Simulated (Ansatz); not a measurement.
The parent structure is BN in the zinc blende structure (space group F-43m, No. 216; a = 3.5805 Å).

One thing is altered: the cell is scaled by 0.9750 in all directions, atoms relaxed at fixed cell.

Level of theory: LDA (Ansatz, a first-principles code), spin-orbit coupling left out.

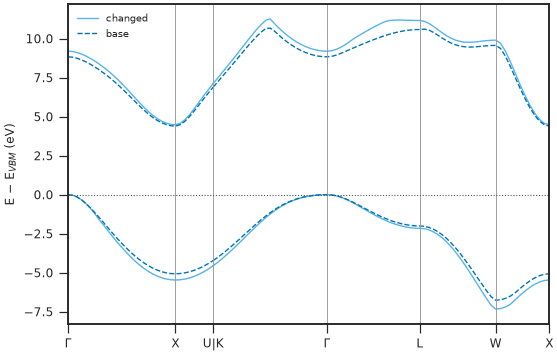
Figure. Highest valence and lowest conduction band along the path, each from its own valence-band maximum

Task: From the figure, how large is the changed gap, and is it direct?

Result: About 4.5 eV, indirect, Γ → X.

The cells carry an imposed strain or load. Stability against distortions was not tested.
